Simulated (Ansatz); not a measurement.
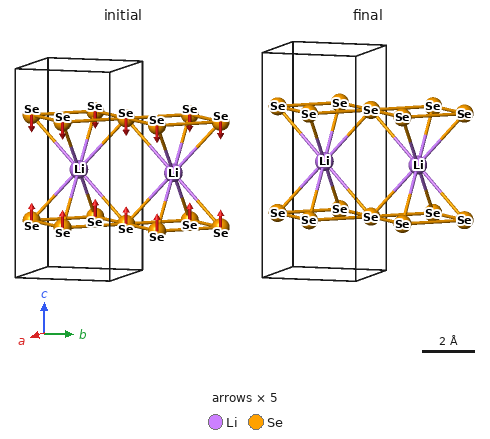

The structure of solid LiSe$_{4}$ (a generated structure, set up in Cmmm) before (left) and after (right) a relaxation, at one scale. The red arrows give the displacements (the part carried along by the change of the cell is left out), 5 times their true length.

Style: ball-and-stick. Shown: the cell of the calculation, repeated 1 × 2 × 1 with one cell outlined, slightly off an axis.

The calculation used Ansatz 0.2.0, DFT PBE, scalar-relativistic, plane waves, PAW.

The input:
```yaml
crystal:
  lattice:
    - [2.6670211622, -2.7776705522, 0.0]
    - [2.6670211622, 2.7776705522, 0.0]
    - [0.0, 0.0, 8.1995463949]
  atoms:
    - { symbol: Li, position: [0.5, 0.5, 0.5] }
    - { symbol: Se, position: [0.5, 0.0, 0.2472574921] }
    - { symbol: Se, position: [0.5, 0.0, 0.7527425079] }
    - { symbol: Se, position: [0.0, 0.5, 0.2472574921] }
    - { symbol: Se, position: [0.0, 0.5, 0.7527425079] }
basis:
  ecutwfc: 420
kpoints:
  mp_grid: { grid: [10, 10, 6] }
hamiltonian:
  xc: pbe
scf:
  occupations: { method: gaussian, width: 0.1 }
output:
  forces: true
  stress: true
  eigenvalues: true
  write_density: true
  write_potential: true
  elf: true
  volumetric_format: npy
relax:
  adjacent_minimum: "off"
  f_tol: 0.01
  max_steps: 80
  cell: { stress_tol: 0.05 }
```

Command:
```bash
ansatz run input.yaml --threads 1 --pin off --max-ram 2560MiB --backend cpu --events-out ev --progress --plain --runs-dir out
```

### What changed between the two?

After 6 accepted moves (7 points after the start) the energy has fallen by 12.4 meV per atom. The largest force component goes from 0.0065 to 0.003 eV/Å. Pressure: −0.14 GPa at the start and −0.01 GPa at the end. At 1 point the geometry stayed and the basis and grid were re-selected for the new cell (energy shift of less than 0.05 meV per atom at most each time). The largest moves relative to the cell, 0.14 Å, are those of Se2, Se3, Se4 and Se5. Se3 goes along −c. Li stays in place. Cell: a = b 3.851 → 3.831 Å (−0.5 %), c 8.200 → 8.834 Å (+7.7 %), γ 92.3° → 90.0°. Volume +6.7 %. Some distances before and after: Se2–Se4 2.778 → 2.709 Å, Se2–Se4 (another image) 2.667 → 2.709 Å, Li1–Se2 2.829 → 2.837 Å. The space group (tolerance 0.01 Å) goes from Cmmm (No. 65) to P4/mmm (No. 123). The run took 6.4 min on 1 thread of Arm Neoverse V1, on a shared host, peak memory 0.69 GiB.
